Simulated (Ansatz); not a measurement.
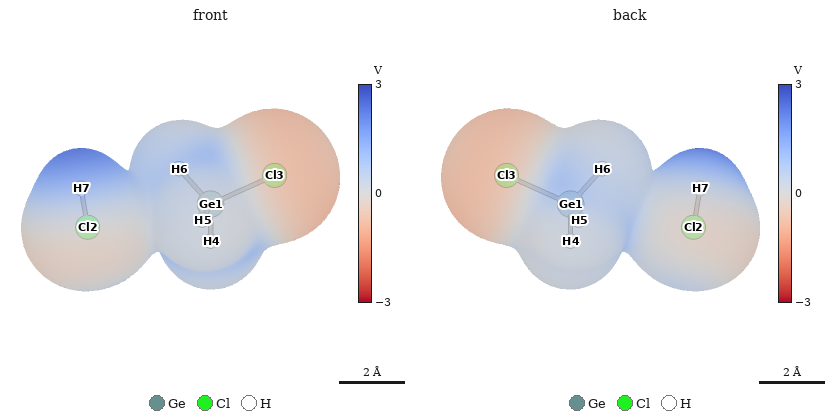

*ClGeH$_{3}$···HCl. The molecular electrostatic potential painted on the density surface at 0.001 e/bohr³, seen from the front and from behind; red is negative and blue positive.*

All numbers below come from RHF/def2-SVP (Ansatz).

```csv
atom,x (Å),y (Å),z (Å)
Ge,0.4253,0.3258,-0.6168
Cl,-0.6751,0.5829,3.1616
Cl,1.5742,-0.0196,-2.4324
H,-0.8930,0.9712,-1.0299
H,0.2089,-1.0320,0.0396
H,1.2566,1.2578,0.2574
H,0.5343,0.6248,3.5555
```

Q: Which sites attract a positive test charge, and which a negative one?

A: A positive charge is drawn to the negative regions and a negative charge to the positive ones. The most negative region (about −0.8 V) lies over Cl3, the most positive (about +2.2 V) over H7. Cl2 shows a σ-hole: about +0.4 V at the tip opposite its bond, against about −0.2 V on its flanks.
